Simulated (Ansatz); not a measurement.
**One shape, several levels: [SiH5]− (SMILES [H][Si-]([H])([H])([H])[H])**

We compute a comparison of 6 runs (UHF/STO-3G, BHLYP/STO-3G, BLYP/STO-3G, r2SCAN0/STO-3G, BCCD(T)/STO-3G, CCSD(T)/STO-3G) of [SiH5]−. 

Program for the calculation: Ansatz 0.2.0.

**1. The molecule**

[SiH5]− has 6 atoms, charge -1, and is taken as a singlet. As SMILES, `[H][Si-]([H])([H])([H])[H]`. The H4–Si1 distance was set to 2.237 Å, away from the relaxed value. At this shape a bond of the SMILES string is far longer than usual.

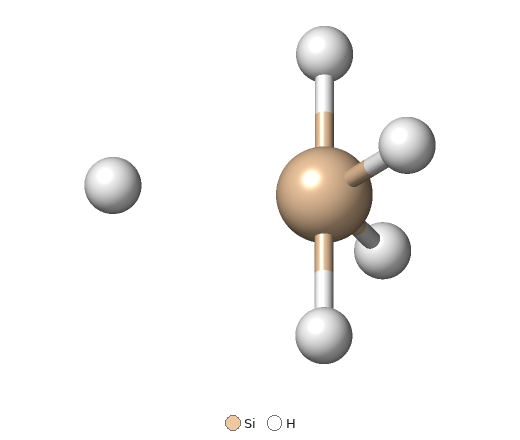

The structure, seen from a chosen angle (silicon light orange, hydrogen white).

**2. A single-point energy at UHF/STO-3G (run 1)**

Input file job.yaml:

```yaml
crystal:
  periodic: [false, false, false]
  atoms:
    - {symbol: Si, position_ang: [-0.745644, -0.005580, -0.007395]}
    - {symbol: H, position_ang: [-0.765294, -0.013600, 1.631045]}
    - {symbol: H, position_ang: [-0.723614, 0.002050, -1.651305]}
    - {symbol: H, position_ang: [1.490630, 0.011850, 0.019200]}
    - {symbol: H, position_ang: [-1.502954, 1.279290, -0.011485]}
    - {symbol: H, position_ang: [-1.480134, -1.303060, -0.024385]}
basis:
  gaussian:
    orbitals: STO-3G
total_charge: -1
magnetization:
  spin_polarized: true
hamiltonian:
  xc: hf
accuracy: high
```

On the command line:

```bash
$ ansatz run job.yaml --threads 1 --pin off --max-ram 2610MiB --events-out events.jsonl --progress --plain --runs-dir runs
```

Log:

```text
Warning: RAYON_NUM_THREADS=1 ignored (pool sized by the plan → 1); use --threads N
Functional definition: HF
  name "HF"
  exchange = exact_x
  correlation = 0
222 factors; integrals over basis functions are off by at most 1.6e-8 eV
mean field evaluation 1: about -7837.9774 eV, gradient 1.1e1 eV
mean field evaluation 2: about -7838.0072 eV, gradient 1.1e1 eV
mean field evaluation 4: about -7839.3953 eV, gradient 3.8e-1 eV
mean field evaluation 8: about -7839.3939 eV, gradient 7.5e-5 eV
mean field evaluation 16: about -7839.6021 eV, gradient 3.6e-1 eV
mean field evaluation 32: about -7827.5299 eV, gradient 1.5e1 eV
mean field -7839.60261092 eV, -288.1000820780 hartree, gradient 1.9e-8 eV, S^2 0.418852; 2 other end points of the search recorded, 0 dependent functions left out
reference -7839.60261092 eV, -288.1000820780 hartree; 10, 10 occupied and 4, 4 virtual orbitals, 222 factors
Total energy: -7839.60261092 eV, -288.1000820780 hartree
```

Run time: 0.1 s. Hardware: 1 thread of Arm Neoverse V1, shared host.

**3. A single-point energy at BHLYP/STO-3G (run 2)**

Input file input.yaml:

```yaml
crystal:
  periodic: [false, false, false]
  atoms:
    - {symbol: Si, position_ang: [-0.745644, -0.005580, -0.007395]}
    - {symbol: H, position_ang: [-0.765294, -0.013600, 1.631045]}
    - {symbol: H, position_ang: [-0.723614, 0.002050, -1.651305]}
    - {symbol: H, position_ang: [1.490630, 0.011850, 0.019200]}
    - {symbol: H, position_ang: [-1.502954, 1.279290, -0.011485]}
    - {symbol: H, position_ang: [-1.480134, -1.303060, -0.024385]}
basis:
  gaussian: {orbitals: STO-3G}
total_charge: -1
hamiltonian: {xc: {name: BHLYP}}
accuracy: high
```

On the command line:

```bash
$ ansatz run input.yaml --threads 1 --pin off --max-ram 2610MiB --events-out events.jsonl --progress --plain --runs-dir runs
```

Log:

```text
Warning: RAYON_NUM_THREADS=1 ignored (pool sized by the plan → 1); use --threads N
Functional definition: BHLYP
  name "BHLYP"
  parameter a = 0.5
  exchange = (1 - a)*b88_x + a*exact_x
  correlation = lyp_c
222 factors; integrals over basis functions are off by at most 1.6e-8 eV
mean field evaluation 1: about -7855.3756 eV, gradient 2.2e1 eV
mean field evaluation 2: about -7856.3135 eV, gradient 1.8e1 eV
mean field evaluation 4: about -7857.9534 eV, gradient 2.4e-1 eV
mean field evaluation 8: about -7857.9314 eV, gradient 2.0e-3 eV
mean field evaluation 16: about -7857.9314 eV, gradient 1.8e-8 eV
mean field -7857.93140068 eV, -288.7736526778 hartree, gradient 1.8e-8 eV, S^2 0.000000; 0 other end points of the search recorded, 0 dependent functions left out
reference -7857.93141915 eV, -288.7736533565 hartree; 10, 10 occupied and 4, 4 virtual orbitals, 222 factors
Total energy: -7857.93141915 eV, -288.7736533565 hartree
```

It took 0.82 s on 1 thread of Arm Neoverse V1, shared host.

Runs 3 to 4 aren't shown in full; the table further down has their settings and results.

**4. A single-point energy at BCCD(T)/STO-3G (run 5)**

Changes to job.yaml since step 2:

```diff
@@ -13,6 +13,7 @@
 total_charge: -1
-magnetization:
-  spin_polarized: true
-hamiltonian:
-  xc: hf
+correlation:
+  method: bccd_t
+  frozen_orbitals: {H: 0, Si: 5}
 accuracy: high
+scf:
+  omitted_lower_state_checks: [cluster_reference, increment]
```

On the command line:

```bash
$ ansatz run job.yaml --threads 1 --pin off --max-ram 2610MiB --events-out events.jsonl --progress --plain --runs-dir runs
```

Log:

```text
Warning: RAYON_NUM_THREADS=1 ignored (pool sized by the plan → 1); use --threads N
[... 11 lines left out ...]
5 core orbitals not correlated: weight in the atoms' cores, before any rotation towards them, 0.999 or more for the frozen orbitals, at most 0.000 for the correlated occupied ones
[... 24 lines left out ...]
Total energy: -7842.27950951 eV, -288.1984562864 hartree
Checks for a lower state left out: cluster_reference, increment
```

Run time: 0.12 s. Hardware: 1 thread of Arm Neoverse V1, shared host.

**5. A single-point energy at CCSD(T)/STO-3G (run 6)**

Changes to input.yaml since step 3:

```diff
@@ -10,5 +10,10 @@
 basis:
-  gaussian: {orbitals: STO-3G}
+  gaussian:
+    orbitals: STO-3G
 total_charge: -1
-hamiltonian: {xc: {name: BHLYP}}
+correlation:
+  method: ccsd_t
+  frozen_orbitals: {H: 0, Si: 5}
 accuracy: high
+scf:
+  omitted_lower_state_checks: [cluster_reference, increment]
```

On the command line:

```bash
$ ansatz run input.yaml --threads 1 --pin off --max-ram 2610MiB --events-out events.jsonl --progress --plain --runs-dir runs
```

Log:

```text
Warning: RAYON_NUM_THREADS=1 ignored (pool sized by the plan → 1); use --threads N
[... 11 lines left out ...]
5 core orbitals not correlated: weight in the atoms' cores, before any rotation towards them, 0.999 or more for the frozen orbitals, at most 0.000 for the correlated occupied ones
[... 23 lines left out ...]
Total energy: -7842.27979572 eV, -288.1984668046 hartree
Checks for a lower state left out: cluster_reference, increment
```

Wall time 0.1 s (1 thread of Arm Neoverse V1, shared host).

**6. Overview of the runs**

```
run           level  frozen core orbitals  energy (Eh)  wall time
  1      UHF/STO-3G                     –  -288.100082      0.1 s
  2    BHLYP/STO-3G                     –  -288.773653     0.82 s
  3     BLYP/STO-3G                     –  -288.768569     0.85 s
  4  r2SCAN0/STO-3G                     –  -288.767988      1.8 s
  5  BCCD(T)/STO-3G                     5  -288.198456     0.12 s
  6  CCSD(T)/STO-3G                     5  -288.198467      0.1 s
```

**7. Results**

| quantity | value |
| --- | --- |
| run 6: total energy | -288.19847 Eh |
| run 6: correlation energy (5 core orbitals frozen) | -106.1 mEh |
| run 6: (T) correction | -1.56 mEh |
| run 6: T1 diagnostic | 0.022 |

Below the UHF energy at the same shape and in the same basis (STO-3G): BCCD(T) -98.4 mEh; CCSD(T) -98.4 mEh. Some of these start from another determinant than that one, so these aren't their correlation energies. Totals of different functionals can't be ranked against each other. In runs 5, 6 the log says that unrestricted orbitals would lower the reference, so the values rest on an unstable closed-shell determinant (other closed-shell runs at this shape may share the fault). In runs 1, 2, 3, 4, 5, 6 the basis is minimal, so the values are rough. Spin contamination of the reference: run 1 ⟨S²⟩ = 0.42. All runs together took 3.8 s, the longest 1.8 s.
